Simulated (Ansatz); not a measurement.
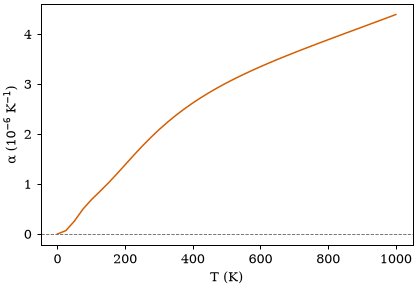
*Linear thermal expansion of KTaO$_{3}$ in the cubic perovskite structure from the quasi-harmonic free energy, DFT at the LDA level (Ansatz, a program for electronic structure)*

Spin-orbit coupling is not included. The pressure is 10 GPa. The structure is held there; whether it is the stable one at that pressure was not tested.

**Question.** Read off α at 900 K, and say whether it is negative anywhere.

**Answer.** About 4.1 × 10⁻⁶ K⁻¹. It is not negative in the range shown.

The PAW data sets were generated under PBE and serve the other functionals too.
